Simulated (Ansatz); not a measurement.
# C2H5ClOSi: small, medium and large basis sets

Aim: see how fast density functionals converge with the basis set for C2H5ClOSi.

Method: one geometry, several basis sets; program: Ansatz 0.2.0, Gaussian basis.

The runs, in order: PBE0-D4/def2-SVP; ωB97M-V/def2-SVP; PBE0-D4/def2-QZVPP; ωB97M-V/def2-QZVPP; the functionals' def2-TZVPP values are taken from earlier runs.

### Step 1. Structure used throughout

All runs share one geometry, relaxed beforehand with PBE0-D4 in a triple-zeta def2 set.

10 atoms, charge 0, spin multiplicity 1.

Atoms are counted from 1 here; the program's logs count them from 0.

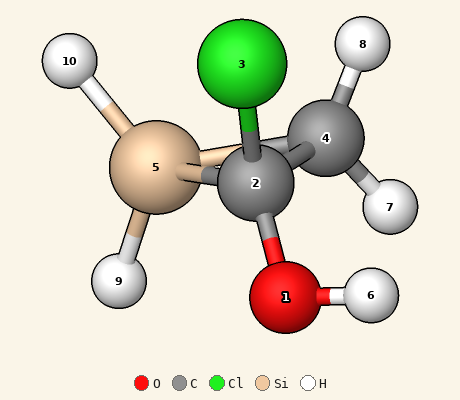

The structure; oxygen red, carbon grey, chlorine green, silicon light orange, hydrogen white; atoms are numbered from 1 in the order of the file.

### Step 2. PBE0-D4 in def2-SVP

Input file in.yaml:

```yaml
crystal:
  periodic: [false, false, false]
  atoms:
    - {symbol: O, position_ang: [-0.507337, 0.656016, 1.608924]}
    - {symbol: C, position_ang: [0.297868, 0.277498, 0.568554]}
    - {symbol: Cl, position_ang: [2.044532, 0.303677, 0.974029]}
    - {symbol: C, position_ang: [-0.102562, -0.963570, -0.236034]}
    - {symbol: Si, position_ang: [-0.172585, 0.635874, -1.192935]}
    - {symbol: H, position_ang: [-0.496636, -0.043596, 2.275495]}
    - {symbol: H, position_ang: [-1.051638, -1.396394, 0.070939]}
    - {symbol: H, position_ang: [0.671925, -1.696306, -0.433523]}
    - {symbol: H, position_ang: [-1.497744, 1.223948, -1.474714]}
    - {symbol: H, position_ang: [0.897479, 0.951653, -2.157734]}
basis:
  gaussian: {orbitals: def2-SVP}
hamiltonian: {xc: pbe0, dispersion: d4}
output: {orbitals: {seedname: orbitals}}
```

On the command line:

```sh
ansatz run in.yaml --threads 4 --pin off --events-out ev --progress --plain --max-ram 10444MiB
```

The program printed:

```text
Functional definition: PBE0
  name "PBE0"
  cite "Adamo & Barone, J. Chem. Phys. 110, 6158 (1999) doi:10.1063/1.478522"
  cite "Perdew, Burke & Ernzerhof, Phys. Rev. Lett. 77, 3865 (1996) doi:10.1103/PhysRevLett.77.3865"
  parent pbe
  parameter a = 0.25
  parameter kappa = 0.804
  parameter beta = 0.06672455060314922
  exchange = (1 - a)*pbe_x(kappa = kappa, mu = beta*pi^2/3) + a*exact_x
  correlation = pbe_c(beta = beta)
1006 factors; integrals over basis functions are off by at most 1.1e-3 eV
mean field evaluation 1: about -24573.6947 eV, gradient 5.1e1 eV
mean field evaluation 2: about -24568.3185 eV, gradient 6.8e1 eV
mean field evaluation 4: about -24579.4095 eV, gradient 3.6e0 eV
mean field evaluation 8: about -24579.6159 eV, gradient 2.0e-1 eV
mean field evaluation 16: about -24579.6160 eV, gradient 7.3e-5 eV
mean field -24579.61596883 eV, -903.2842261923 hartree, gradient 7.3e-5 eV, S^2 0.000000; 0 other end points of the search recorded, 0 dependent functions left out
reference -24579.61599380 eV, -903.2842271100 hartree; 28, 28 occupied and 75, 75 virtual orbitals, 1006 factors
Total energy: -24579.82377891 eV, -903.2918630720 hartree
```

It took 1.1 s on 4 threads of Arm Neoverse V1, shared host.

### Step 3. ωB97M-V in def2-SVP

Changes to in.yaml since step 2:

```diff
@@ -15,3 +15,3 @@
   gaussian: {orbitals: def2-SVP}
-hamiltonian: {xc: pbe0, dispersion: d4}
+hamiltonian: {xc: {name: wB97M-V}}
 output: {orbitals: {seedname: orbitals}}
```

The command is unchanged.

The program printed, shortened:

```text
Functional definition: wB97M-V
  name "wB97M-V"
  cite "Mardirossian & Head-Gordon, J. Chem. Phys. 144, 214110 (2016) doi:10.1063/1.4952647"
  cite "Becke, J. Chem. Phys. 107, 8554 (1997) doi:10.1063/1.475007"
  cite "Vydrov & Van Voorhis, J. Chem. Phys. 133, 244103 (2010) doi:10.1063/1.3521275"
  # Of w^i u^j: cxij and so on, Table III.
[...]
  gx(w, u) = 1 - cx + cx01*u + cx10*w
  gss(w, u) = css00 + css04*u^4 + css10*w + css20*w^2 + css43*w^4*u^3
  gos(w, u) = cos00 + cos10*w + (cos20 + cos21*u)*w^2 + (cos60 + cos61*u)*w^6
[...]
      + integral(e_c_pw_mod_opposite_spin*gos(b97_w_opposite, b97_u_opposite)) + vv10(b, c)
1006 factors; integrals over basis functions are off by at most 1.1e-3 eV
287 factors; integrals over basis functions are off by at most 6.4e-6 eV
[...]
mean field -24588.83562577 eV, -903.6230423356 hartree, gradient 3.2e-5 eV, S^2 0.000000; 0 other end points of the search recorded, 0 dependent functions left out
reference -24588.83566399 eV, -903.6230437400 hartree; 28, 28 occupied and 75, 75 virtual orbitals, 1006 factors
Total energy: -24588.83566399 eV, -903.6230437400 hartree
```

It took 4.6 s on 4 threads of Arm Neoverse V1, shared host; peak memory 0.31 GiB.

### Step 4. PBE0-D4 in def2-QZVPP

Changes to in.yaml since step 3:

```diff
@@ -14,4 +14,4 @@
 basis:
-  gaussian: {orbitals: def2-SVP}
-hamiltonian: {xc: {name: wB97M-V}}
+  gaussian: {orbitals: "def2-QZVPP.json"}
+hamiltonian: {xc: pbe0, dispersion: d4}
 output: {orbitals: {seedname: orbitals}}
```

Launched as before.

The program printed:

```text
Functional definition: PBE0
  name "PBE0"
  cite "Adamo & Barone, J. Chem. Phys. 110, 6158 (1999) doi:10.1063/1.478522"
  cite "Perdew, Burke & Ernzerhof, Phys. Rev. Lett. 77, 3865 (1996) doi:10.1103/PhysRevLett.77.3865"
  parent pbe
  parameter a = 0.25
  parameter kappa = 0.804
  parameter beta = 0.06672455060314922
  exchange = (1 - a)*pbe_x(kappa = kappa, mu = beta*pi^2/3) + a*exact_x
  correlation = pbe_c(beta = beta)
1581 factors; their error is unknown
mean field evaluation 1: about -24583.1371 eV, gradient 6.6e1 eV
mean field evaluation 2: about -24568.5402 eV, gradient 1.0e2 eV
mean field evaluation 4: about -24592.3472 eV, gradient 6.8e0 eV
mean field evaluation 8: about -24592.4438 eV, gradient 7.3e-2 eV
mean field evaluation 16: about -24592.4626 eV, gradient 8.7e-5 eV
mean field -24592.46255053 eV, -903.7563293621 hartree, gradient 1.8e-5 eV, S^2 0.000000; 0 other end points of the search recorded, 0 dependent functions left out
reference -24592.46258901 eV, -903.7563307763 hartree; 28, 28 occupied and 433, 433 virtual orbitals, 1581 factors
Total energy: -24592.67037412 eV, -903.7639667383 hartree
```

It took 8.5 s on 4 threads of Arm Neoverse V1, shared host; peak memory 1.7 GiB.

### Step 5. ωB97M-V in def2-QZVPP

Changes to in.yaml since step 4:

```diff
@@ -15,3 +15,3 @@
   gaussian: {orbitals: "def2-QZVPP.json"}
-hamiltonian: {xc: pbe0, dispersion: d4}
+hamiltonian: {xc: {name: wB97M-V}}
 output: {orbitals: {seedname: orbitals}}
```

Launched as before.

The program printed, shortened:

```text
Functional definition: wB97M-V
  name "wB97M-V"
  cite "Mardirossian & Head-Gordon, J. Chem. Phys. 144, 214110 (2016) doi:10.1063/1.4952647"
  cite "Becke, J. Chem. Phys. 107, 8554 (1997) doi:10.1063/1.475007"
  cite "Vydrov & Van Voorhis, J. Chem. Phys. 133, 244103 (2010) doi:10.1063/1.3521275"
  # Of w^i u^j: cxij and so on, Table III.
[...]
  gx(w, u) = 1 - cx + cx01*u + cx10*w
  gss(w, u) = css00 + css04*u^4 + css10*w + css20*w^2 + css43*w^4*u^3
  gos(w, u) = cos00 + cos10*w + (cos20 + cos21*u)*w^2 + (cos60 + cos61*u)*w^6
[...]
      + integral(e_c_pw_mod_opposite_spin*gos(b97_w_opposite, b97_u_opposite)) + vv10(b, c)
1545 factors; their error is unknown
353 factors; integrals over basis functions are off by at most 2.2e-5 eV
[...]
mean field -24601.76222529 eV, -904.0980861062 hartree, gradient 4.6e-5 eV, S^2 0.000000; 0 other end points of the search recorded, 0 dependent functions left out
reference -24601.76228672 eV, -904.0980883635 hartree; 28, 28 occupied and 433, 433 virtual orbitals, 1545 factors
Total energy: -24601.76228672 eV, -904.0980883635 hartree
```

It took 19 s on 4 threads of Arm Neoverse V1, shared host; peak memory 2.1 GiB.

### Step 6. Functionals by basis

The def2-TZVPP values come from earlier runs at the same geometry.

```
functional       basis  functions  energy (eV)  from the largest (eV)  HOMO (eV)  LUMO (eV)
   PBE0-D4    def2-SVP        103  -24579.8238                 12.847      -7.01       0.11
   PBE0-D4  def2-TZVPP        247  -24591.7971                  0.873      -7.14      -0.35
   PBE0-D4  def2-QZVPP        461  -24592.6704                  0.000      -7.18      -0.48
   ωB97M-V    def2-SVP        103  -24588.8357                 12.927      -9.14       2.05
   ωB97M-V  def2-TZVPP        247  -24600.9346                  0.828      -9.30       1.36
   ωB97M-V  def2-QZVPP        461  -24601.7623                  0.000      -9.34       1.02
```

### Step 7. Summary of results

| quantity | value |
| --- | --- |
| PBE0-D4: double and triple zeta above quadruple | 12.85, 0.87 eV |
| ωB97M-V: double and triple zeta above quadruple | 12.93, 0.83 eV |

What this shows: PBE0-D4 gains 11.97 eV from double to triple zeta, then 0.87 eV more. These are total energies; as a rule much of such shifts cancels in differences, which this series doesn't test. The LUMO of ωB97M-V is positive and keeps falling with the basis (2.05 to 1.02 eV): an unbound level that the basis holds in place.

For PBE0-D4 the largest set took about 8 times as long as the smallest (8.5 s against 1.1 s).
